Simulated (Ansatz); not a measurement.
# Zr chain started as a strip of triangles: one chain at several levels of theory

Aim: how far do the period, the moment and the conductance of the Zr chain started as a strip of triangles depend on the functional, the datasets and spin-orbit coupling, and at what cost?

Program: Ansatz 0.2.0. Level of theory: DFT PBE, plane waves, PAW; relaxation of a chain's period, in the first sound run; inputs show where later runs differ. Results are calculated unless marked as measured.

## (1) Set-up

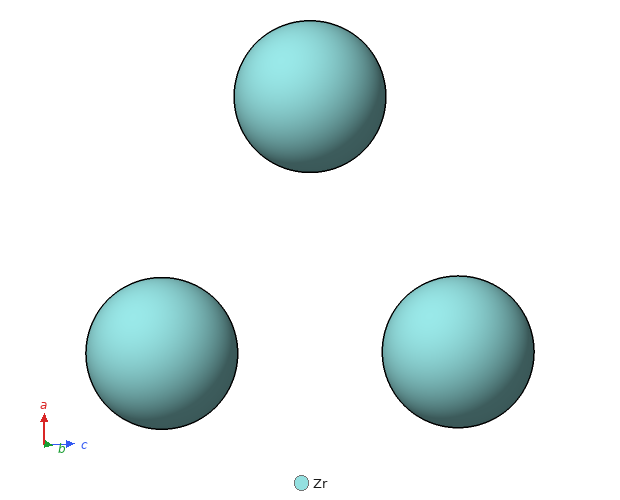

The cell as given, from the side, with the c axis across the page (zirconium light teal). Some periodic images of atoms are drawn too.

The cell holds 2 atoms: 2 Zr. Its edges and angles: a = 9.000 Å, b = 7.500 Å, c = 3.425 Å, α = 90.0°, β = 90.0°, γ = 90.0°. Vacuum lies along a and b. The structure's axis is c.

## (2) The relaxed wire, level PBE, cutoff 420 eV

Band widths follow the bond lengths, so the chain is relaxed first. The atoms and the third cell vector are free; the box across stays fixed as vacuum. Moments are seeded so that a magnetic state can form if it lies lower. A Fermi-Dirac smearing is set since the result may be a metal. The pressure printed is a third of the stress's trace over the whole box, vacuum included; only the stress along the axis is relaxed.

Input file input.yaml:

```yaml
crystal:
  lattice:
    - [9.0, 0.0, 0.0]
    - [0.0, 7.5, 0.0]
    - [0.0, 0.0, 3.42475]
  atoms:
    - { symbol: Zr, position: [0.337444444, 0.5, 0.0], spin: 1.0 }
    - { symbol: Zr, position: [0.662555556, 0.5, 0.5], spin: 1.0 }
magnetization:
  spin_polarized: true
kpoints:
  mp_grid: { grid: [1, 1, 24] }
scf:
  occupations: { method: fermi_dirac, width: 0.05 }
hamiltonian:
  xc: pbe
relax:
  cell: { fix: [a, b, alpha, beta, gamma] }
  max_steps: 60
```

Command:

```console
$ ansatz run input.yaml --threads 4 --pin off --max-ram 8192MiB --backend cpu --events-out ev --progress --plain --runs-dir out
```

Numbers of over 12 decimals in the logs are rounded to 6 here.

The program printed:

```text
Engine: ansatz 0.2.0, aarch64-unknown-linux-gnu
Pseudopotentials: kind: paw
Pseudopotential: Zr, paw, valence charge 12, recommended cutoff 420 eV (normal), Zr.paw.azcp
Functional definition: PBE
  parameter kappa = 0.804
  parameter beta = 0.066725
  exchange = pbe_x(kappa = kappa, mu = beta*pi^2/3)
  correlation = pbe_c(beta = beta)
Crystal: 2 atoms, lattice volume = 231.171 Å³
Basis set: ecut = 420 eV, 4517 PW (Γ), exchange–correlation on 128×108×48 points (8 copies of the dense FFT grid, shifted against one another)
Bands: 17, of which v1, the nominal top of the filled ones, is band 12 counted from 1 (11 counted from 0)
Symmetry: 8 space group operations
Space group: Pmma (ITA 51), of the structure as read, at distance tolerance 6.1e-5 Å
Magnetic group: BNS 51.289 (UNI 387), of the structure as read, at distance tolerance 6.1e-5 Å
k-points: 13 of 24
Non-local potential: Zr, projectors of the file, l = 0: 3, l = 1: 2, l = 2: 2, l = 3: 2
PAW form: soft (Blöchl's): semilocal exchange-correlation on the pseudo side does not see the compensation charge
PAW one-centre angular grid: Zr, 590 points (default); XC on 64 Gauss nodes
Initial density: superposition of atomic densities (neutral atoms: chi_scale 0, normalization atom)
Starting moments: Σ|m| = 2 μB on 2 of 2 sites
Initial wavefunctions: pseudopotential atomic-orbital guess
Functional: x = pbe(κ = 0.804, μ = 0.219515), c = pbe(β = 0.066725)
SCF iter   1: F=—  HF=-8361.827039 eV  |F-HF|=—  |Δ(HF+E_count)|=         —  Δρ=1.26e-2 (↑1.26e-2 ↓1.25e-2)  dr2=6.98e0  dr2_m=2.93e-2  M=1.773 μB ∫|m|=1.773 μB  β_m=0.30  ethr=3.10e-3  ⟨swp⟩=4.8  Hψ=2133  notcnv=0
Mixer restart at iter 1: flushing history
preconditioner: auto → LDOS  [metal: Δε(μ)=0.048 eV  Ē_g=2.006 eV  σ=0.050 eV  W_gap=0.23  n_scr=22 (ndim 8)  ℏωp=6.9 eV  f_vac=0.406  D(μ)=5.50/eV (n_scr^D=30)]
spin=Collinear: LDOS preconditioning applied to the charge; magnetization (m = ρ↑ − ρ↓) channel mixes plain (no charge-response kernel on spin).
SCF iter   2: F=—  HF=-8361.050928 eV  |F-HF|=—  |Δ(HF+E_count)|=   7.76e-1  Δρ=8.73e-3 (↑8.66e-3 ↓8.73e-3)  dr2=3.10e0  dr2_m=1.35e-2  M=1.873 μB ∫|m|=1.873 μB  β_m=0.59  ethr=3.10e-3  ⟨swp⟩=2.0  Hψ=884  notcnv=0
SCF iter   3: F=—  HF=-8360.530146 eV  |F-HF|=—  |Δ(HF+E_count)|=   5.21e-1  Δρ=3.12e-3 (↑3.12e-3 ↓2.64e-3)  dr2=7.10e-2  dr2_m=1.92e-3  M=2.117 μB ∫|m|=2.117 μB  β_m=0.68  ethr=3.10e-3  ⟨swp⟩=3.3  Hψ=907  notcnv=0
SCF iter   4: F=—  HF=-8360.595684 eV  |F-HF|=—  |Δ(HF+E_count)|=         —  Δρ=1.39e-3 (↑1.36e-3 ↓1.39e-3)  dr2=2.00e-2  dr2_m=8.17e-4  M=2.087 μB ∫|m|=2.087 μB  β_m=0.68  ethr=2.96e-4  ⟨swp⟩=2.5  Hψ=848  notcnv=0
Mixer restart at iter 4: flushing history
SCF iter   5: F=—  HF=-8360.607560 eV  |F-HF|=—  |Δ(HF+E_count)|=   1.19e-2  Δρ=8.49e-4 (↑8.39e-4 ↓8.49e-4)  dr2=7.01e-3  dr2_m=3.64e-4  M=2.115 μB ∫|m|=2.115 μB  β_m=0.84  ethr=8.33e-5  ⟨swp⟩=2.1  Hψ=617  notcnv=0
SCF iter   6: F=—  HF=-8360.616212 eV  |F-HF|=—  |Δ(HF+E_count)|=   8.65e-3  Δρ=5.52e-4 (↑5.52e-4 ↓5.44e-4)  dr2=1.75e-3  dr2_m=4.65e-4  M=2.234 μB ∫|m|=2.234 μB  β_m=0.92  ethr=2.92e-5  ⟨swp⟩=2.7  Hψ=789  notcnv=0
SCF iter   7: F=—  HF=-8360.616892 eV  |F-HF|=—  |Δ(HF+E_count)|=   6.80e-4  Δρ=4.93e-4 (↑4.70e-4 ↓4.93e-4)  dr2=4.95e-4  dr2_m=3.87e-4  M=2.293 μB ∫|m|=2.293 μB  β_m=0.96  ethr=7.28e-6  ⟨swp⟩=6.6  Hψ=3870  notcnv=0
automatic band count: the SCF goes on with 21 bands, as 17 were too few: the levels above may hold too much charge
SCF iter   8: F=—  HF=-8360.619626 eV  |F-HF|=—  |Δ(HF+E_count)|=   2.73e-3  Δρ=7.67e-4 (↑6.28e-4 ↓7.67e-4)  dr2=1.96e-3  dr2_m=8.57e-4  M=2.499 μB ∫|m|=2.499 μB  β_m=0.63  ethr=2.06e-6  ⟨swp⟩=2.0  Hψ=1043  notcnv=0  defer=4  recentre
SCF iter   9: F=-8360.619734 eV  HF=-8360.619700 eV  |F-HF|=3.36e-5  |Δ(HF+E_count)|=   7.39e-5  Δρ=7.48e-4 (↑6.30e-4 ↓7.48e-4)  dr2=1.52e-3  dr2_m=8.32e-4  M=2.509 μB ∫|m|=2.509 μB  β_m=0.42  ethr=2.06e-6  ⟨swp⟩=1.0  Hψ=546  notcnv=0  defer=3
SCF iter  10: F=-8360.622915 eV  HF=-8360.623099 eV  |F-HF|=1.84e-4  |Δ(HF+E_count)|=   3.40e-3  Δρ=9.62e-4 (↑8.10e-4 ↓9.62e-4)  dr2=2.63e-3  dr2_m=1.38e-3  M=2.724 μB ∫|m|=2.724 μB  β_m=0.54  ethr=2.06e-6  ⟨swp⟩=2.0  Hψ=843  notcnv=0  defer=4
SCF iter  11: F=-8360.631814 eV  HF=-8360.631794 eV  |F-HF|=1.96e-5  |Δ(HF+E_count)|=   8.69e-3  Δρ=1.28e-3 (↑1.13e-3 ↓1.28e-3)  dr2=3.88e-3  dr2_m=2.58e-3  M=3.138 μB ∫|m|=3.138 μB  β_m=0.66  ethr=2.06e-6  ⟨swp⟩=2.0  Hψ=976  notcnv=0  defer=4
SCF iter  12: F=-8360.654362 eV  HF=-8360.649872 eV  |F-HF|=4.49e-3  |Δ(HF+E_count)|=   1.81e-2  Δρ=1.83e-3 (↑1.45e-3 ↓1.83e-3)  dr2=4.50e-3  dr2_m=4.31e-3  M=3.824 μB ∫|m|=3.824 μB  β_m=1.00  ethr=2.06e-6  ⟨swp⟩=3.0  Hψ=1180  notcnv=0  defer=4
SCF iter  13: F=-8360.650757 eV  HF=-8360.657548 eV  |F-HF|=6.79e-3  |Δ(HF+E_count)|=   7.68e-3  Δρ=3.03e-3 (↑1.95e-3 ↓3.03e-3)  dr2=3.08e-2  dr2_m=9.85e-3  M=4.248 μB ∫|m|=4.248 μB  β_m=0.83  ethr=2.06e-6  ⟨swp⟩=3.6  Hψ=1399  notcnv=0  defer=4  recentre
SCF iter  14: F=-8360.658689 eV  HF=-8360.659644 eV  |F-HF|=9.55e-4  |Δ(HF+E_count)|=   2.10e-3  Δρ=1.75e-3 (↑9.85e-4 ↓1.75e-3)  dr2=1.64e-2  dr2_m=2.22e-3  M=4.163 μB ∫|m|=4.163 μB  β_m=0.44  ethr=2.06e-6  ⟨swp⟩=2.3  Hψ=1125  notcnv=0  defer=4
SCF iter  15: F=-8360.647299 eV  HF=-8360.645423 eV  |F-HF|=1.88e-3  |Δ(HF+E_count)|=   1.42e-2  Δρ=1.61e-3 (↑1.46e-3 ↓1.61e-3)  dr2=3.52e-3  dr2_m=4.28e-3  M=3.619 μB ∫|m|=3.619 μB  β_m=0.85  ethr=2.06e-6  ⟨swp⟩=3.0  Hψ=1207  notcnv=0  defer=4  recentre
SCF iter  16: F=-8360.660258 eV  HF=-8360.658617 eV  |F-HF|=1.64e-3  |Δ(HF+E_count)|=   1.32e-2  Δρ=1.60e-3 (↑1.40e-3 ↓1.60e-3)  dr2=2.57e-3  dr2_m=4.07e-3  M=3.943 μB ∫|m|=3.943 μB  β_m=0.93  ethr=2.06e-6  ⟨swp⟩=2.0  Hψ=1054  notcnv=0  defer=4
SCF iter  17: F=-8360.665980 eV  HF=-8360.665942 eV  |F-HF|=3.78e-5  |Δ(HF+E_count)|=   7.33e-3  Δρ=2.84e-4 (↑1.71e-4 ↓2.84e-4)  dr2=2.07e-4  dr2_m=6.65e-5  M=4.157 μB ∫|m|=4.157 μB  β_m=0.96  ethr=2.06e-6  ⟨swp⟩=3.3  Hψ=1176  notcnv=0  defer=4
SCF iter  18: F=-8360.665971 eV  HF=-8360.665990 eV  |F-HF|=1.94e-5  |Δ(HF+E_count)|=   4.80e-5  Δρ=3.05e-4 (↑2.57e-4 ↓3.05e-4)  dr2=1.53e-4  dr2_m=1.40e-4  M=4.167 μB ∫|m|=4.167 μB  β_m=0.94  ethr=8.61e-7  ⟨swp⟩=2.8  Hψ=947  notcnv=0  defer=4
SCF iter  19: F=-8360.666077 eV  HF=-8360.666078 eV  |F-HF|=5.91e-7  |Δ(HF+E_count)|=   8.76e-5  Δρ=3.92e-5 (↑3.85e-5 ↓3.92e-5)  dr2=5.73e-6  dr2_m=2.56e-6  M=4.153 μB ∫|m|=4.153 μB  β_m=0.95  ethr=6.36e-7  ⟨swp⟩=2.0  Hψ=810  notcnv=0  defer=4
[...]
the starting moments were not kept: the SCF closed with an absolute magnetisation of 2.3e-5 μB, where they sum to 2 μB in size (2 sites). That is at most 0.1 of that sum. Measured as dr2_m measures the in/out step, that magnetisation stands 2.7e-11 eV from none, at or under the dr2_threshold of 2.0e-7 eV: it is no larger than a step whose dr2_m would equal this threshold.
SCF 3 converged in 12 iterations: F = -8362.431837 eV  dr2 = 2.45e-10
relax step   3: F+E_penalty+E_count = -8362.43183693 eV  Δ(F+E_penalty+E_count) = -5.028e-1 eV  max|allowed force component| = 1.000e0 eV/Å  Δτ_max = 0.1966 Å  P = -0.649 GPa  Ω = 216.786 Å³  energy of the carried Pulay correction = +2.891e-4 eV  fix = [a, b, alpha, beta, gamma]  reactions: a +1.781, b -0.201 GPa  (12 SCF iters, dr2 threshold 2.00e-7 eV, accepted)
[...]
relax step   4: F+E_penalty+E_count = -8362.70401806 eV  Δ(F+E_penalty+E_count) = -2.722e-1 eV  max|allowed force component| = 2.257e-1 eV/Å  Δτ_max = 0.0678 Å  P = -0.958 GPa  Ω = 205.554 Å³  energy of the carried Pulay correction = +5.281e-4 eV  fix = [a, b, alpha, beta, gamma]  reactions: a -0.056, b -0.245 GPa  (11 SCF iters, dr2 threshold 2.00e-7 eV, accepted)
[...]
relax step   5: F+E_penalty+E_count = -8362.81069279 eV  Δ(F+E_penalty+E_count) = -1.067e-1 eV  max|allowed force component| = 1.490e-1 eV/Å  Δτ_max = 0.0017 Å  P = -0.084 GPa  Ω = 194.383 Å³  energy of the carried Pulay correction = +7.784e-4 eV  fix = [a, b, alpha, beta, gamma]  reactions: a +0.613, b -0.309 GPa  (11 SCF iters, dr2 threshold 2.00e-7 eV, accepted)
[...]
relax step   6: F+E_penalty+E_count = -8362.81750529 eV  Δ(F+E_penalty+E_count) = -6.812e-3 eV  max|allowed force component| = 3.133e-2 eV/Å  Δτ_max = 0.0116 Å  P = +0.110 GPa  Ω = 190.649 Å³  energy of the carried Pulay correction = +8.650e-4 eV  fix = [a, b, alpha, beta, gamma]  reactions: a +0.424, b -0.328 GPa  (11 SCF iters, dr2 threshold 2.00e-7 eV, accepted)
[...]
relax step   7: F+E_penalty+E_count = -8362.81806522 eV  Δ(F+E_penalty+E_count) = -5.599e-4 eV  max|allowed force component| = 9.385e-3 eV/Å  Δτ_max = 0.0002 Å  P = +0.022 GPa  Ω = 191.440 Å³  energy of the carried Pulay correction = +8.465e-4 eV  fix = [a, b, alpha, beta, gamma]  reactions: a +0.384, b -0.323 GPa  (10 SCF iters, dr2 threshold 1.38e-7 eV, accepted)
Basis set: ecut = 420 eV, 3755 PW (Γ), exchange–correlation on 128×108×40 points (8 copies of the dense FFT grid, shifted against one another)
Initial wavefunctions: pseudopotential atomic-orbital guess (no wavefunctions were taken with the density)
iter 1 solved again at ethr=4.90e-8 eV; its pass at ethr=3.10e-3 eV (dr2=1.18e-5 eV) is discarded
SCF iter   1: F=—  HF=-8362.817562 eV  |F-HF|=—  |Δ(HF+E_count)|=         —  Δρ=3.07e-5 (↑3.07e-5 ↓3.07e-5)  dr2=6.99e-7  dr2_m=1.90e-11  M=-0.000 μB ∫|m|=0.000 μB  β_m=0.65  ethr=4.90e-8  ⟨swp⟩=3.2  Hψ=4218  notcnv=0
preconditioner: auto → LDOS  [metal: Δε(μ)=0.109 eV  Ē_g=3.433 eV  σ=0.050 eV  W_gap=0.50  n_scr=10 (ndim 8)  ℏωp=7.6 eV  f_vac=0.518  D(μ)=2.97/eV (n_scr^D=16)]
spin=Collinear: LDOS preconditioning applied to the charge; magnetization (m = ρ↑ − ρ↓) channel mixes plain (no charge-response kernel on spin).
SCF iter   2: F=—  HF=-8362.817564 eV  |F-HF|=—  |Δ(HF+E_count)|=   1.76e-6  Δρ=1.06e-5 (↑1.06e-5 ↓1.06e-5)  dr2=7.82e-8  dr2_m=1.42e-11  M=-0.000 μB ∫|m|=0.000 μB  β_m=0.62  ethr=2.91e-9  ⟨swp⟩=3.0  Hψ=872  notcnv=0
SCF iter   3: F=—  HF=-8362.817564 eV  |F-HF|=—  |Δ(HF+E_count)|=   2.53e-7  Δρ=1.32e-6 (↑1.32e-6 ↓1.31e-6)  dr2=5.05e-9  dr2_m=9.66e-12  M=-0.000 μB ∫|m|=0.000 μB  β_m=0.66  ethr=3.26e-10  ⟨swp⟩=2.8  Hψ=906  notcnv=0
SCF iter   4: F=—  HF=-8362.817564 eV  |F-HF|=—  |Δ(HF+E_count)|=   5.09e-9  Δρ=2.90e-7 (↑2.55e-7 ↓2.90e-7)  dr2=7.92e-10  dr2_m=6.89e-12  M=-0.000 μB ∫|m|=0.000 μB  β_m=0.63  ethr=2.11e-11  ⟨swp⟩=2.3  Hψ=737  notcnv=0
SCF iter   5: F=—  HF=-8362.817564 eV  |F-HF|=—  |Δ(HF+E_count)|=  6.44e-10  Δρ=1.20e-7 (↑9.66e-8 ↓1.20e-7)  dr2=7.21e-11  dr2_m=5.29e-12  M=-0.000 μB ∫|m|=0.000 μB  β_m=0.81  ethr=3.30e-12  ⟨swp⟩=2.1  Hψ=685  notcnv=0
SCF iter   6: F=-8362.817564 eV  HF=-8362.817564 eV  |F-HF|=1.82e-11  |Δ(HF+E_count)|=  1.53e-10  Δρ=4.86e-8 (↑3.93e-8 ↓4.86e-8)  dr2=4.76e-12  dr2_m=2.74e-12  M=-0.000 μB ∫|m|=0.000 μB  ethr=1.00e-12  ⟨swp⟩=4.3  Hψ=2070  notcnv=0
the starting moments were not kept: the SCF closed with an absolute magnetisation of 3.4e-5 μB, where they sum to 2 μB in size (2 sites). That is at most 0.1 of that sum.
SCF 8 converged in 6 iterations: F = -8362.817564 eV  dr2 = 4.76e-12
relax step   8: F+E_penalty+E_count = -8362.81756394 eV  Δ(F+E_penalty+E_count) = +5.013e-4 eV  max|allowed force component| = 9.745e-3 eV/Å  Δτ_max = 0.0000 Å  P = +0.021 GPa  Ω = 191.440 Å³  fix = [a, b, alpha, beta, gamma]  reactions: a +0.385, b -0.324 GPa  stress off target by 3.37e-3 GPa on what of the cell is left free  SCF on the basis re-selected at this cell (its energy is not comparable with the rows above)  (6 SCF iters)
basis re-selected at this cell: Δ(F+E_penalty+E_count) = +5.013e-4 eV, ΔP = -0.001 GPa vs the last step (what re-selecting the basis moved, of the pressure what is left beyond the Pulay correction that the steps carried, after the strain that the cell walked since its last selection, with what the two solves' SCF thresholds leave and, on support functions, any second-order correction that the steps lacked; it is no measure of the basis error at this ecutwfc). The dense FFT grid was sized anew with the basis: this SCF ran on 64×54×20 points, the steps before it on 64×54×24, so part of this shift can come from that change (see relax.cell in the input reference). [rest of the remark cut]
SCF converged after 6 iterations
Magnetization: -0.0000 μB (12.0000 up, 12.0000 down)
Absolute magnetization: 0.0000 μB (∫|ρ↑−ρ↓|, with the PAW one-centre terms)
Spin contamination: 0.0000 ħ² per cell (⟨S²⟩ above its minimum at these occupations)
Per-site moments (μB) at R_I (Å): [(-2.5716397125281523e-6, 1.112901), (-2.571639712599272e-6, 1.112901)]
Free energy (F): -8362.817564 eV
Harris-Foulkes:  -8362.817564 eV  (|F-HF|=1.82e-11)
Internal energy: -8362.792766 eV  (E = F + TS)
E sigma→0 (E₀):  -8362.805165 eV
Entropy (-TS):   -0.024798 eV (-12.399 meV/atom)
Fermi energy:    1.016797 eV
--- Per-component energies (eV) ---
  E_band       = -498.022723
  E_kinetic    = 666.839622
  E_local      = -4309.171276  (includes V_loc(G=0)·N_el)
  E_nonlocal   = 166.837352
  E_hartree    = 1758.894115
  E_xc         = -319.798270
  E_vxc        = -377.176852  (∫ρ·V_xc dr)
  E_paw        = -5909.939161  (= ΣΔE_a)
  E_vpaw       = -163.139939  (= ΣTr[D̂ρ^β])
  E_aug_tail   = 0.000052  (compensation charges beyond the density's cutoff)
  E_ewald      = -416.455200
  E_smearing   = -0.024798  (= −TS)
  E_closure    = -0.000000  (closes the sum)
  Σ components = -8362.817564   (vs F -8362.817564, Δ=0.00e0)
--- Forces (eV/Å), atoms counted from 1 ---
  atom   1  Zr    -0.00974513    -0.00000000    -0.00000000
  atom   2  Zr     0.00974513     0.00000000     0.00000000
  max |Σ_I F_I| component: 3.47e-18 eV/Å
--- Stress (GPa, compression-positive) ---
        0.385112       0.000000       0.000000
        0.000000      -0.324317      -0.000000
        0.000000      -0.000000       0.003372
  P = ⅓ Tr σ = 0.0214 GPa (0.214 kbar)
--- Relaxed structure (7 steps of the walk, 7 accepted, 1 SCFs on fresh bases) ---
  F+E_penalty+E_count = -8362.81756394 eV   max|allowed force component| = 9.745e-3 eV/Å   (the final SCF, on the basis selected at the relaxed cell)
  cell:  # Å, volume = 191.4403 Å³
    - [9.0, 0, 0]
    - [0, 7.5, 0]
    - [0, 0, 2.836152]
  atoms:
    - { symbol: Zr, position: [0.372489, 0.500000, -5.112250810226973e-18] }
    - { symbol: Zr, position: [0.627511, 0.500000, 0.5] }
```

Wall time 30 s (4 threads of Arm Neoverse V1, shared host); peak memory 0.57 GiB.

Relaxation path:

```tsv
step	energy less that of the first step (eV)	largest force component (eV/Å)	pressure (GPa)	volume (Å³)
1	0.0000	1.6603	-3.00	231.17
2	-1.2630	2.2005	-3.01	221.55
3	-1.7658	1.0003	-0.65	216.79
4	-2.0379	0.2257	-0.96	205.55
5	-2.1446	0.1490	-0.08	194.38
6	-2.1514	0.0313	0.11	190.65
7	-2.1520	0.0094	0.02	191.44
8*	-2.1515	0.0097	0.02	191.44
```

Relaxation steps marked * repeat the geometry before them on a plane-wave basis chosen anew for their cell, so energy and pressure can jump there.

The run keeps the 8 symmetry operations that it works with, so distortions that break them were not tested.

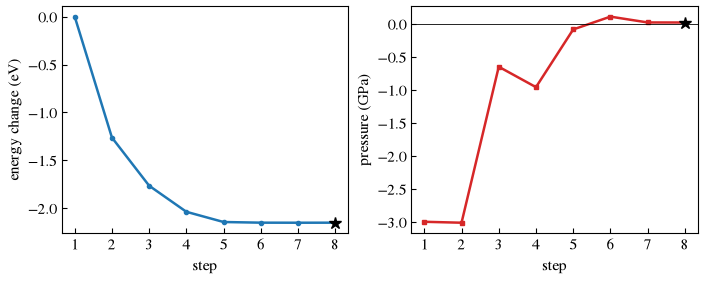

Energy and pressure along the relaxation. Stars mark steps on a basis chosen anew.

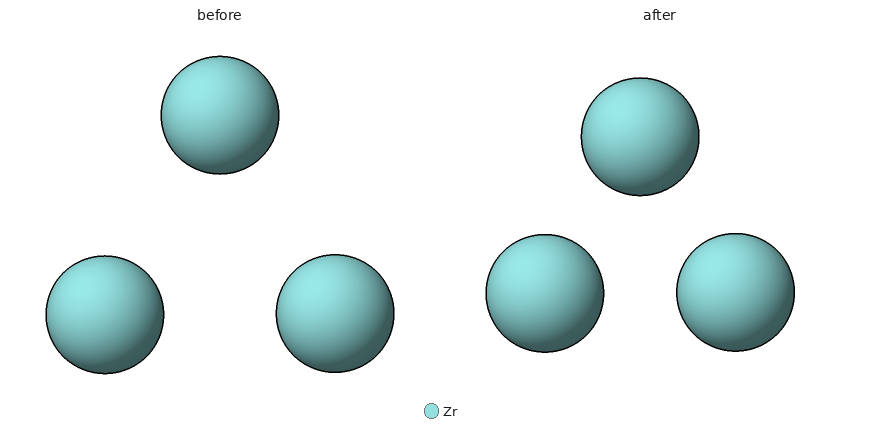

The structure before and after the relaxation, drawn at the same scale.

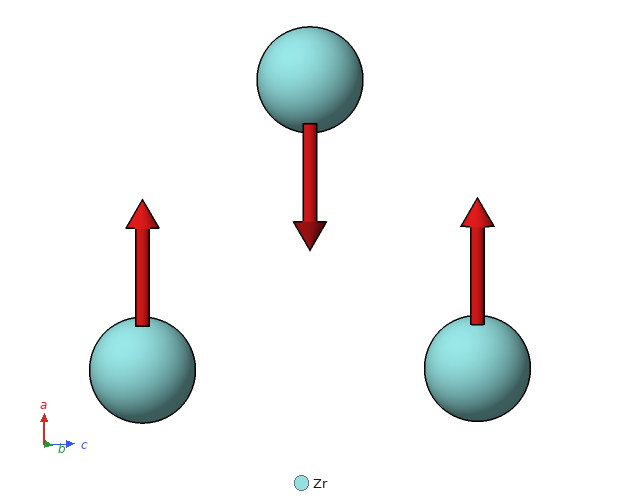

Displacements in the relaxation, exaggerated, measured against the changing cell; the longest in the cell stands for 0.32 Å. Some periodic images of atoms are drawn too.

```tsv
cell as run	before	after	change
c (Å)	3.425	2.836	-17.2 %
```

The atoms that moved most (Å, along periodic axes as changes of fractional coordinates times the final cell, across vacuum about the mean position):

```tsv
atom	dx	dy	dz	length
Zr1	0.315	0.000	0.000	0.315
Zr2	-0.315	0.000	0.000	0.315
```

Final coordinates:

```cif
data_structure
_symmetry_space_group_name_H-M 'P 1'
_symmetry_Int_Tables_number 1
_cell_length_a 9.0000
_cell_length_b 7.5000
_cell_length_c 2.8362
_cell_angle_alpha 90.000
_cell_angle_beta 90.000
_cell_angle_gamma 90.000
_cell_volume 191.44
loop_
_atom_site_label
_atom_site_type_symbol
_atom_site_fract_x
_atom_site_fract_y
_atom_site_fract_z
_atom_site_occupancy
Zr1 Zr 0.37249 0.50000 0.00000 1
Zr2 Zr 0.62751 0.50000 0.50000 1
```

Numbers from this step:

```
energy at zero smearing    : -8362.8052 eV
cell length along the wire : 2.836 Å
```

The cell's length comes to 2.836 Å with no moment. That is -17 % against the start, more than a small adjustment.

The cell shrank by 17.2 % in its periodic edges. First to last step the energy falls by 2.151 eV, across changes of basis; the largest move, 0.32 Å, is that of Zr1 and 1 other atom alike.

(Continued in part 2 of 4.)

[Logs are printed without paths, hosts, clocks, repeated set-up lines and the standing remarks that a program may print on its own settings, such as how far it seeks lower states.]

[Hosts, paths, dates, database ids (printed as entryN), source tags and the programs' standing remarks are cut or masked in the printed files.]
